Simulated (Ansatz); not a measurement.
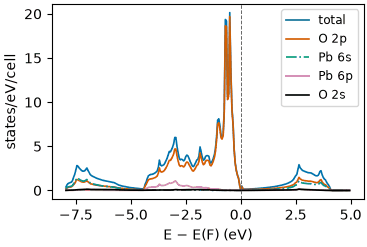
Fig. 1. Total and projected density of states of PbO₂ (rutile, P4_2/mnm), PBE in the plane-wave PAW code Ansatz

Q: Which orbitals carry the states next to the Fermi level?

A: Within 0.5 eV of the Fermi level: O 2p 97 %. Projections are on Löwdin-orthogonalised atomic valence shells; empty p or d shells of many metals are not among them.

Q: Where is the tallest occupied peak in this window, and what makes it?

A: Near -0.5 eV, about 20 states/eV per cell; the largest projected share is O 2p.

Symmetry was held in the PBE relaxation; of distortions, only those at the zone centre were tested. Scalar-relativistic: spin–orbit coupling is off unless named, which matters more the heavier the elements.

Potentials: the later of the program's two PAW sets.
